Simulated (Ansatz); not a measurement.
In doubt: masses and optical values from hybrid runs of this build are listed as unsure (in some of the runs), which bears on the screening that GW takes from such a start.

Consider Bi3B4As (ordered alloy, started on the zincblende lattice) (P-43m).

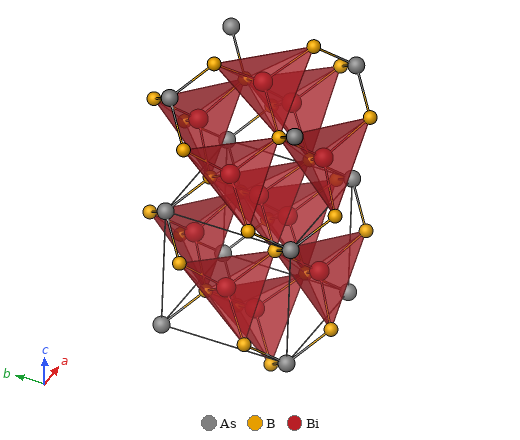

The structure (arsenic grey, boron orange, bismuth red). 1×1×2 cells are drawn. Some periodic images of atoms are drawn too.

```xyz
8
Lattice="5.3370 0.0000 0.0000 0.0000 5.3370 0.0000 0.0000 0.0000 5.3370" Properties=species:S:1:pos:R:3 pbc="T T T"
As    0.0000    0.0000    0.0000
B     4.0937    4.0937    4.0937
Bi    2.6685    2.6685    0.0000
B     1.2434    1.2434    4.0937
Bi    2.6685    0.0000    2.6685
B     1.2434    4.0937    1.2434
Bi    0.0000    2.6685    2.6685
B     4.0937    1.2434    1.2434
```

The structure was relaxed with PBE. The runs that relaxed it are not among those shown. Spin-orbit coupling is left out unless a run names it. PAW set soft_2, made with PBE.

Gaps computed with Ansatz 0.2.0 without a self-energy: HSE06 1.03 eV and r2SCAN 0.60 eV.

Q: Estimate the G0W0@HSE06 gap with 2×2×2 mesh, 185 empty bands, screening to 66 eV, default PAW files.

About 1.00 eV: on its mesh the run moves the gap from 1.11 eV by −0.11 eV. Among the scalar-relativistic levels given, HSE06 is nearest (+0.03 eV). Bands and cutoff are finite, so the gap is not at the basis limit. The miss can reach some tenths of an eV and take either sign; the mesh is an error of its own. The 2×2×2 mesh is coarse for this cell (its supercell is 11 Å along the shortest edge). The RPA ε∞ on it, from the HSE06 start, is 23.70; such meshes misread the long-range screening, most where the gap is narrow. The program warns that the mesh is coarse for exact exchange, which bears on the hybrid start's gap. Where an edge is built on 6p states of lead, bismuth or thallium, scalar-relativistic gaps usually stand too wide, by a few tenths to over one eV. The many-body steps are scalar-relativistic: spin-orbit coupling is not in them.

[Paths, hosts, dates, memory and timing lines, banners, echoed tables and standing remarks are left out of the program output.]

[Logs are printed without paths, hosts, clocks, repeated set-up lines and the standing remarks that a program may print on its own settings, such as how far it seeks lower states.]

[Runs of the session that timed out or met a known fault of the program may be left out.]

[Cells called generated may have been cut or substituted from an entry of the Crystallography Open Database or the Materials Project.]

[Hosts, paths, dates, database ids (printed as entryN), source tags and the programs' standing remarks are cut or masked in the printed files.]
